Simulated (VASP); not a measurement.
# TaSb2: structure and properties in VASP

What structure and properties does PBEsol give TaSb2, and how near are they to the measured ones? The steps: full relaxation (PBEsol), second relaxation, density, ELF and potential (PBEsol), band structure (PBEsol), density of states (PBEsol), band structure (PBEsol + SOC) and zone-centre phonons (PBEsol). The start is a computed cell from the Materials Project.

Method: PBEsol; plane waves and PAW (Ta_pv, Sb), in the first sound run; inputs show where later runs differ, in VASP 6.6.1.

Experimental background.

For TaSb2, monoclinic (iodine vapour transport grown), “Topological phase transition induced extreme magnetoresistance in TaSb2” (2016, arxiv:1603.01717) gives, by powder XRD: lattice constant a (a, C-centred monoclinic cell) 10.225 ± 0.001 Å; lattice constant b (b, C-centred monoclinic cell) 3.646 ± 0.001 Å; lattice constant c (c, C-centred monoclinic cell) 8.295 ± 0.001 Å.

Report form: the programs' logs are mostly left out.

**1. The structure**

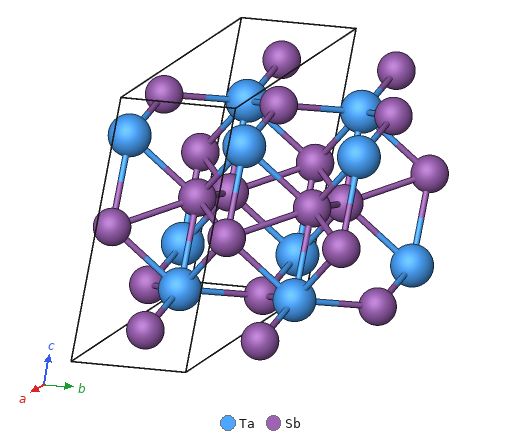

The starting structure, seen slightly off an axis (tantalum blue, antimony purple). 1×2×1 cells are drawn. This picture shows the conventional cell, with its axes. Some periodic images of atoms are drawn too.

**2. Full relaxation (PBEsol)**

Properties are meant for the cell that this level of theory prefers, so cell and atoms are relaxed first (ISIF = 3) until forces and stress are small; EDIFFG sets the threshold. PBEsol restores the gradient expansion of exchange and is tuned for the cells of solids.

Input file INCAR:

```
SYSTEM = TaSb2
PREC = Accurate
ENCUT = 400
EDIFF = 1E-06
NELM = 100
ISMEAR = 0
SIGMA = 0.05
LREAL = .FALSE.
ALGO = Normal
GGA = PS
NBANDS = 27
LASPH = .TRUE.
LORBIT = 11
LWAVE = .FALSE.
LCHARG = .FALSE.
KPAR = 4
IBRION = 2
NSW = 60
ISIF = 3
EDIFFG = -0.01
```

Input file POSCAR:

```
TaSb2
1.0
    5.1376696421     -1.8488785780      0.0000000000
    5.1376696421      1.8488785780      0.0000000000
   -4.2456934306      0.0000000000      7.1993285779
Ta Sb
2 4
Direct
    0.8488568800      0.8488568800      0.8110099800
    0.1511431200      0.1511431200      0.1889900200
    0.1482842300      0.1482842300      0.5352999600
    0.8517157800      0.8517157800      0.4647000400
    0.4046172200      0.4046172200      0.1103114100
    0.5953827800      0.5953827800      0.8896885900
```

Input file KPOINTS:

```
Automatic mesh
0
Gamma
8 8 4
0 0 0
```

PAW data sets: Ta_pv and Sb (PBE family, release 64).

Launch:

```sh
> mpirun -np 4 vasp_std
```

Elapsed: 4.4 min, on 4 MPI ranks of AMD EPYC 9R45, shared host; peak memory 1.5 GiB; 17 min of CPU time.

The PAW data sets were made with PBE, which is usual practice but a small mismatch for other functionals. The run keeps the 4 symmetry operations of its start, so it cannot find a distortion of lower symmetry.

The steps of the relaxation:

| step | energy less that of the first step (eV) | largest force (eV/Å) | pressure (GPa) | volume (Å³) |
| --- | --- | --- | --- | --- |
| 1 | 0.0000 | 0.1065 | -2.90 | 136.77 |
| 2 | 0.0281 | 0.4523 | 4.65 | 128.77 |
| 3 | -0.0340 | 0.2217 | 0.08 | 133.28 |
| 4 | -0.0400 | 0.1317 | 0.02 | 133.10 |
| 5 | -0.0415 | 0.0629 | -0.03 | 132.95 |
| 6 | -0.0423 | 0.0250 | 0.03 | 132.84 |
| 7 | -0.0423 | 0.0237 | 0.03 | 132.84 |
| 8 | -0.0425 | 0.0160 | -0.03 | 132.91 |
| 9 | -0.0425 | 0.0189 | -0.06 | 132.94 |
| 10 | -0.0425 | 0.0184 | -0.06 | 132.93 |
| 11 | -0.0425 | 0.0065 | 0.07 | 132.79 |
| 12 | -0.0425 | 0.0097 | 0.03 | 132.84 |

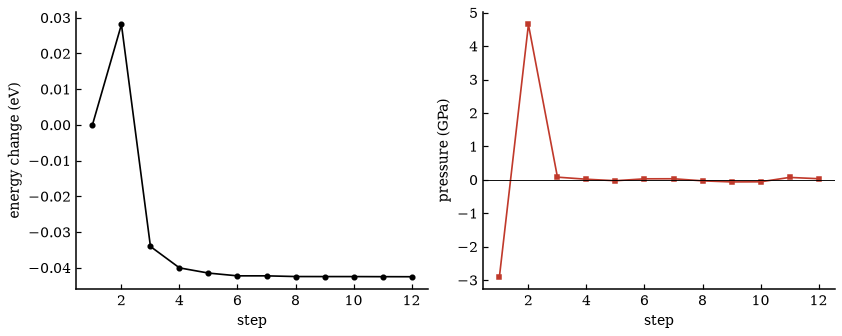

Energy and pressure along the relaxation.

| cell as run | before | after | change |
| --- | --- | --- | --- |
| a (Å) | 5.460 | 5.431 | -0.5 % |
| b (Å) | 5.460 | 5.431 | -0.5 % |
| c (Å) | 8.358 | 8.283 | -0.9 % |
| γ (°) | 39.58 | 39.12 | -1.2 % |
| volume (Å³/atom) | 22.80 | 22.14 | -2.9 % |

The atoms that moved most (Å, as changes of fractional coordinates times the final cell):

| atom | dx | dy | dz | length |
| --- | --- | --- | --- | --- |
| Sb5 | -0.011 | 0.000 | 0.024 | 0.027 |
| Sb6 | 0.011 | 0.000 | -0.024 | 0.027 |
| Ta2 | -0.005 | 0.000 | -0.006 | 0.008 |
| Ta1 | 0.005 | 0.000 | 0.006 | 0.008 |
| Sb3 | 0.001 | 0.000 | -0.005 | 0.005 |
| Sb4 | -0.001 | 0.000 | 0.005 | 0.005 |

The relaxed structure:

```
Ta Sb
1.0
     5.11716   -1.81836    0.00952
     5.11716    1.81836    0.00952
    -4.21542    0.00000    7.13029
Ta Sb
2 4
Direct
  0.84970 0.84970 0.81188
  0.15030 0.15030 0.18812
  0.14807 0.14807 0.53458
  0.85193 0.85193 0.46542
  0.40492 0.40492 0.11372
  0.59508 0.59508 0.88628
```

Numbers from this step:

| Property | Result |
| --- | --- |
| electrons | 42 |
| bands | 27 |
| irreducible k-points | 78 |
| symmetry operations | 4 |
| free energy (TOTEN) | -44.54 eV |
| energy at zero smearing | -44.54 eV |
| Fermi energy | 8.541 eV |
| pressure | 0.03398 GPa |
| metallic | yes |
| SCF cycles over all ionic steps | 73 |

It ends with a largest force of 0.010 eV/Å and a pressure of 0.03 GPa.

**3. Second relaxation**

The basis stayed that of the start cell while the cell moved. A rerun from the cell reached resets it; the error of the finite cutoff stays.

INCAR is that of step 2.

Input file POSCAR:

```
TaSb2
1.0
    5.1171574945     -1.8183642879      0.0095185283
    5.1171574945      1.8183642879      0.0095185283
   -4.2154227015      0.0000000000      7.1302925838
Ta Sb
2 4
Direct
    0.8497042829      0.8497042829      0.8118814231
    0.1502957171      0.1502957171      0.1881185769
    0.1480743744      0.1480743744      0.5345757291
    0.8519256356      0.8519256356      0.4654242709
    0.4049162393      0.4049162393      0.1137224561
    0.5950837607      0.5950837607      0.8862775439
```

KPOINTS is that of step 2.

Launch:

```sh
> mpirun -np 4 vasp_std
```

The job ended after 51 s (4 MPI ranks; peak memory 1.4 GiB; 3.2 min of CPU time).

Little changed from the start: no atom moved by 0.005 Å and no cell edge by 0.1 %.

Numbers from this step:

```
pressure                        : 0.02535 GPa
SCF cycles over all ionic steps : 13
```

It ends with a largest force of 0.009 eV/Å and a pressure of 0.03 GPa. The volume moved by under 0.01 %: the run met its threshold at the first step.

**4. Density, ELF and potential (PBEsol)**

The relaxed cell gets a fresh self-consistent run, on a basis set for its own volume, to fix the density and to check the remaining stress.

Changes to INCAR since step 3:

```diff
@@ -14,7 +14,5 @@
 LWAVE = .FALSE.
-LCHARG = .FALSE.
-KPAR = 4
-IBRION = 2
-NSW = 60
-ISIF = 3
-EDIFFG = -0.01
+LCHARG = .TRUE.
+ISIF = 2
+LELF = .TRUE.
+LVHAR = .TRUE.
```

POSCAR is that of step 3.

KPOINTS is that of step 3.

Launch:

```sh
> mpirun -np 4 vasp_std
```

Wall time 57 s (4 MPI ranks); peak memory 0.78 GiB.

This step gave:

```yaml
scf_cycles: 13
bands: 28
pressure: 0.02521 GPa
```

Valence electrons inside each PAW sphere by angular momentum. Sphere charges, by row:

| atom | s (e) | p (e) | d (e) | tot (e) |
| --- | --- | --- | --- | --- |
| Ta1 | 0.282 | 6.135 | 2.405 | 8.821 |
| Ta2 | 0.282 | 6.135 | 2.405 | 8.821 |
| Sb3 | 1.143 | 1.299 | 0.062 | 2.504 |
| Sb4 | 1.143 | 1.299 | 0.062 | 2.504 |
| Sb5 | 1.128 | 1.304 | 0.056 | 2.489 |
| Sb6 | 1.128 | 1.304 | 0.056 | 2.489 |

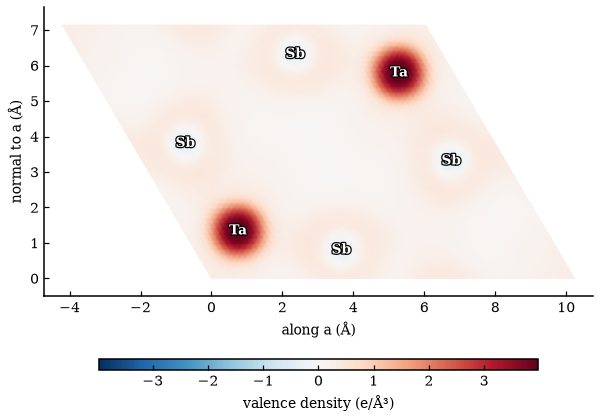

Valence density in the ac plane of the conventional cell at fractional y = 0.000, with atoms of Ta and Sb within 0.2 Å of it. It is the smooth field of the valence electrons, not physical close to the nuclei.

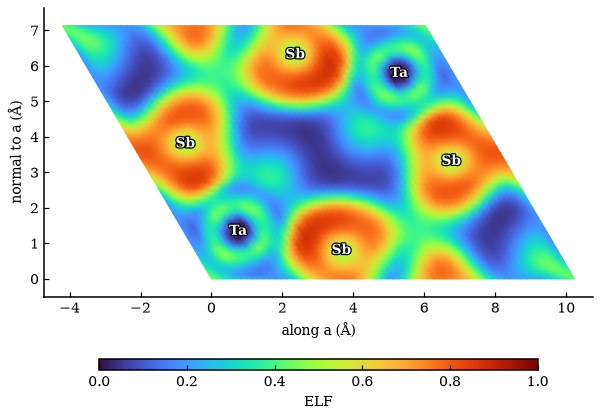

ELF in the ac plane of the conventional cell at fractional y = 0.000, with atoms of Ta and Sb within 0.2 Å of it. It is the smooth field of the valence electrons, not physical close to the nuclei.

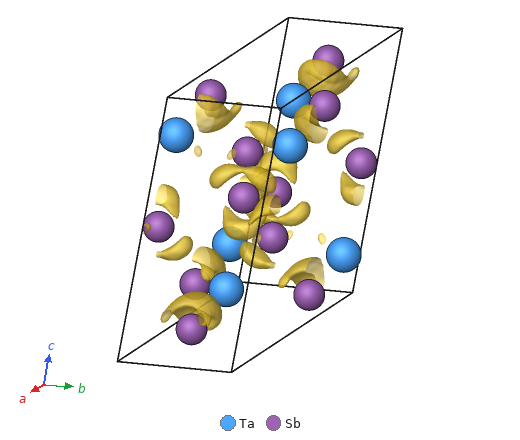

Surface of ELF = 0.8.

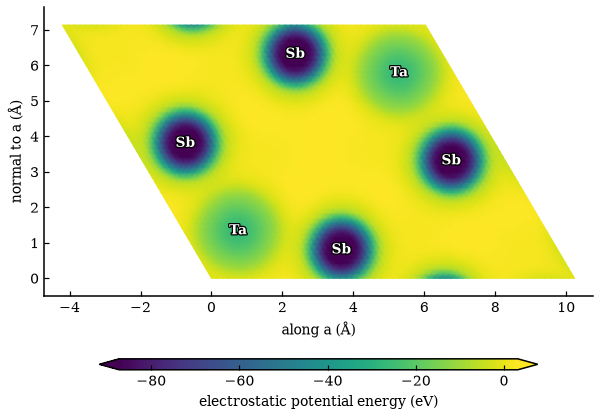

Electrostatic potential energy in the ac plane of the conventional cell at fractional y = 0.000, with atoms of Ta and Sb within 0.2 Å of it. With pseudopotentials it is smooth inside the atoms' cores, unlike the true potential.

In this run the pressure is 0.03 GPa, small enough to go on.

**5. Band structure (PBEsol)**

Levels along the symmetry lines show where the bands peak and cross; KPOINTS_OPT computes them in the converged potential.

Input file INCAR:

```
SYSTEM = TaSb2
PREC = Accurate
ENCUT = 400
EDIFF = 1E-06
NELM = 100
ISMEAR = 0
SIGMA = 0.05
LREAL = .FALSE.
ALGO = Normal
GGA = PS
NBANDS = 37
LASPH = .TRUE.
LORBIT = 11
LWAVE = .FALSE.
LCHARG = .FALSE.
KPAR = 4
```

POSCAR is that of step 4.

KPOINTS is that of step 4.

Input file KPOINTS_OPT:

```
Line mode
16
Line-mode
Reciprocal
  0.50000000   0.50000000  -0.50000000 X
  0.00000000   0.00000000   0.00000000 GAMMA

  0.00000000   0.00000000   0.00000000 GAMMA
  0.00000000   0.00000000   0.50000000 Y

  0.50000000   0.50000000   0.00000000 L
  0.00000000   0.00000000   0.00000000 GAMMA

  0.00000000   0.00000000   0.00000000 GAMMA
  0.00000000  -0.50000000   0.00000000 Z

  0.50000000   0.00000000  -0.50000000 N
  0.00000000   0.00000000   0.00000000 GAMMA

  0.00000000   0.00000000   0.00000000 GAMMA
  0.00000000  -0.50000000   0.50000000 M

  0.50000000   0.00000000   0.00000000 R
  0.00000000   0.00000000   0.00000000 GAMMA
```

Launch:

```sh
> mpirun -np 4 vasp_std
```

Elapsed: 1.8 min, on 4 MPI ranks; peak memory 1.9 GiB.

Spin-orbit coupling is off here; with elements this heavy it splits and shifts levels by tenths of an eV or more.

Numbers from this step:

```
bands    : 37
pressure : 0.02571 GPa
```

The electronic bands at the labelled points (eV, zero at the Fermi level; # counts the bands kept):

| point | #10 | #11 | #12 | #13 | #14 | #15 | #16 | #17 |
| --- | --- | --- | --- | --- | --- | --- | --- | --- |
| X | -1.08 | -0.53 | -0.51 | 0.09 | 0.41 | 1.01 | 1.62 | 1.70 |
| Γ | -1.58 | -0.97 | -0.85 | -0.51 | 0.68 | 1.48 | 2.27 | 2.32 |
| Y | -1.68 | -1.24 | -1.01 | -0.21 | 0.25 | 1.78 | 1.91 | 1.99 |
| jump to L | -0.90 | -0.77 | -0.30 | 0.15 | 0.54 | 0.64 | 1.58 | 2.18 |
| Γ | -1.58 | -0.97 | -0.85 | -0.51 | 0.68 | 1.48 | 2.27 | 2.32 |
| Z | -1.85 | -1.67 | -1.47 | -1.02 | 1.32 | 1.67 | 2.16 | 2.36 |
| jump to N | -2.24 | -1.73 | -1.34 | -0.63 | 0.40 | 1.23 | 1.44 | 2.27 |
| Γ | -1.58 | -0.97 | -0.85 | -0.51 | 0.68 | 1.48 | 2.27 | 2.32 |
| M | -2.24 | -1.73 | -1.34 | -0.63 | 0.40 | 1.23 | 1.44 | 2.27 |
| jump to R | -1.85 | -1.67 | -1.47 | -1.02 | 1.32 | 1.67 | 2.16 | 2.36 |
| Γ | -1.58 | -0.97 | -0.85 | -0.51 | 0.68 | 1.48 | 2.27 | 2.32 |

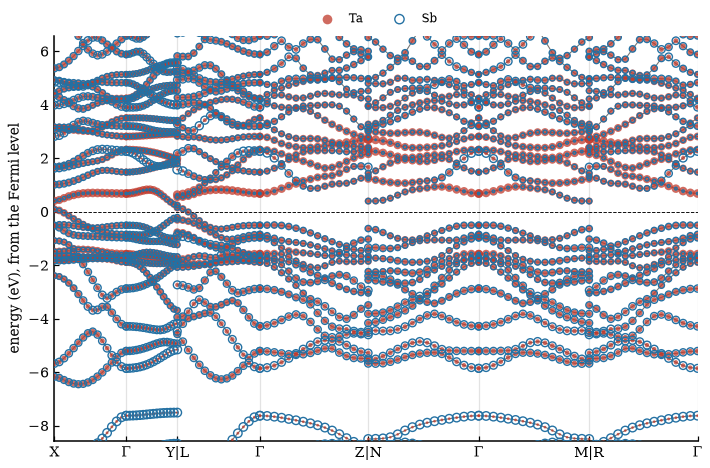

Electronic bands along the path; dots are coloured as in the legend, and their area grows with the weight.

There is no gap at this level.

**6. Density of states (PBEsol)**

A density of states needs more k-points than a total energy; ISMEAR = -5 takes tetrahedra, and LORBIT projects the states on the PAW spheres. The mesh is finer than in the run before.

Changes to INCAR since step 5:

```diff
@@ -5,3 +5,3 @@
 NELM = 100
-ISMEAR = 0
+ISMEAR = -5
 SIGMA = 0.05
@@ -16 +16,2 @@
 KPAR = 4
+NEDOS = 2001
```

POSCAR is that of step 5.

Input file KPOINTS:

```
Automatic mesh
0
Gamma
12 12 6
0 0 0
```

Launch:

```sh
> mpirun -np 4 vasp_std
```

Run time: 2.6 min. Hardware: 4 MPI ranks; peak memory 2.8 GiB; 10 min of CPU time.

With tetrahedra the forces and stress of a metal are not exact derivatives of the energy.

This step gave:

- irreducible k-points: 242
- Fermi energy: 8.589 eV
- pressure: 0.03077 GPa
- DOS at the Fermi level: 0.7384 states/eV/cell

The density of states has structure finer than the step of the table below, so its rows give means over 1 eV, whole bins alone (the curve runs from -12.0 to 2.97 eV). Peaks (eV: height): total -1.8: 7.33, 1.9: 6.10, 2.2: 5.47, 2.6: 7.02; Ta d 1.9: 2.81, 2.2: 2.64, 2.4: 2.42, 2.6: 3.58; Sb p -5.3: 1.04, -1.8: 1.44, 1.9: 0.592, 2.7: 0.689; Sb s -10.4: 1.32, -9.7: 1.56, -8.8: 1.61, 1.9: 0.401; Sb d 1.9: 0.162, 2.2: 0.138, 2.4: 0.140, 2.7: 0.188.

States under -12.0 eV and over 3.0 eV are left out. The density of states by energy, zero at the Fermi level; means over each step; values in states/eV/cell:

| energy (eV) | total | Ta d | Sb p | Sb s | Sb d | Ta p | Ta s |
| --- | --- | --- | --- | --- | --- | --- | --- |
| -11 | 1.63 | 0.0135 | 0.0374 | 0.775 | 0.00156 | 0.0228 | 0.0384 |
| -10 | 2.07 | 0.0465 | 0.0523 | 1.04 | 0.00300 | 0.0324 | 0.0256 |
| -9 | 2.50 | 0.0988 | 0.0694 | 1.31 | 0.00404 | 0.0246 | 0.0183 |
| -8 | 0.792 | 0.0315 | 0.0250 | 0.431 | 0.00223 | 0.00795 | 0.00677 |
| -7 | 0.00633 | 2.3e-4 | 9.8e-4 | 0.00115 | 9.5e-6 | 3.3e-5 | 5.0e-4 |
| -6 | 1.26 | 0.0710 | 0.302 | 0.0352 | 0.00403 | 0.0132 | 0.0993 |
| -5 | 2.95 | 0.235 | 0.750 | 0.124 | 0.0126 | 0.0445 | 0.120 |
| -4 | 3.00 | 0.333 | 0.751 | 0.130 | 0.0215 | 0.0558 | 0.0892 |
| -3 | 3.91 | 0.680 | 0.941 | 0.118 | 0.0394 | 0.0845 | 0.0692 |
| -2 | 6.06 | 1.68 | 1.27 | 0.0798 | 0.0736 | 0.137 | 0.0375 |
| -1 | 4.27 | 1.39 | 0.889 | 0.0396 | 0.0644 | 0.0714 | 0.0159 |
| 0 | 1.25 | 0.552 | 0.184 | 0.0265 | 0.0249 | 0.00789 | 0.00403 |
| 1 | 3.80 | 1.68 | 0.404 | 0.170 | 0.0992 | 0.0389 | 0.0402 |
| 2 | 4.64 | 2.12 | 0.446 | 0.289 | 0.126 | 0.0444 | 0.0854 |

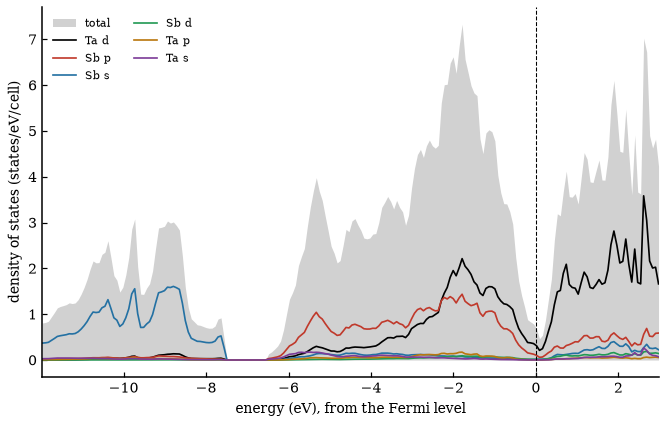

Density of states, plotted against energy.

The finer mesh and the other smearing move the Fermi level by +0.05 eV from the 8×8×4 run, a small shift, which tests the Fermi level alone. Of the states within 0.3 eV of the Fermi level, the largest shares in the PAW spheres are Ta d 45 % and Sb p 16 %. The rest lies in smaller channels or between the spheres.

**7. Band structure (PBEsol + SOC)**

This step: PBEsol, spin-orbit coupling; plane waves and PAW (Ta_pv, Sb) (VASP 6.6.1).

Levels along the symmetry lines show where the bands peak and cross; KPOINTS_OPT computes them in the converged potential. Spin-orbit coupling needs spinors and the noncollinear program, where each band holds one electron.

Input file INCAR:

```
SYSTEM = TaSb2
PREC = Accurate
ENCUT = 400
EDIFF = 1E-06
NELM = 100
ISMEAR = 0
SIGMA = 0.05
LREAL = .FALSE.
ALGO = Normal
GGA = PS
LNONCOLLINEAR = .TRUE.
MAGMOM = 0 0 0 0 0 0 0 0 0 0 0 0 0 0 0 0 0 0
NBANDS = 54
GGA_COMPAT = .FALSE.
LASPH = .TRUE.
LSORBIT = .TRUE.
LMAXMIX = 4
LORBIT = 11
LWAVE = .FALSE.
LCHARG = .FALSE.
KPAR = 4
```

POSCAR is that of step 6.

Input file KPOINTS:

```
Automatic mesh
0
Gamma
6 6 3
0 0 0
```

KPOINTS_OPT is that of step 5.

Launch:

```sh
> mpirun -np 4 vasp_ncl
```

The job ended after 4.4 min (4 MPI ranks; peak memory 3 GiB).

The k-mesh is coarse for a metal.

This step gave:

* SCF cycles: 14
* bands: 54
* irreducible k-points: 34
* free energy (TOTEN): -46.26 eV
* energy at zero smearing: -46.26 eV
* Fermi energy: 8.568 eV
* pressure: 0.1069 GPa

On-site spin-orbit energy by atom:

| atom | on-site spin-orbit energy (eV) |
| --- | --- |
| Ta1 | -1.43 |
| Ta2 | -1.43 |
| Sb3 | -0.13 |
| Sb4 | -0.13 |
| Sb5 | -0.13 |
| Sb6 | -0.13 |

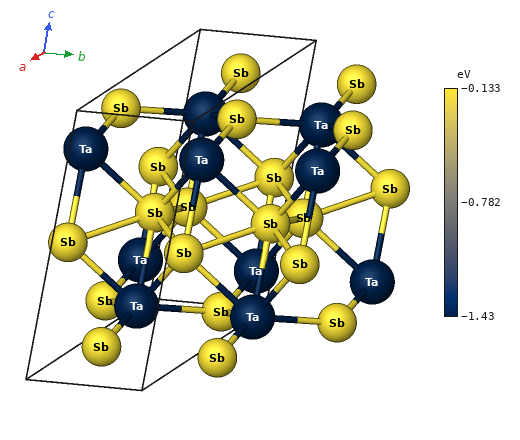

Atoms coloured by on-site spin-orbit energy. 1×2×1 conventional cells are drawn. Some periodic images of atoms are drawn too.

(Continued in part 2 of 2.)

[Lines on the potential files, build, host, timing and source positions are cut from VASP's logs without a mark.]

[Logs are printed without paths, hosts, clocks, repeated set-up lines and the standing remarks that a program may print on its own settings, such as how far it seeks lower states.]

[Hosts, paths, dates, database ids (printed as entryN), source tags and the programs' standing remarks are cut or masked in the printed files.]

[A measured line is paired with the nearest computed mode of its activity, which favours agreement.]
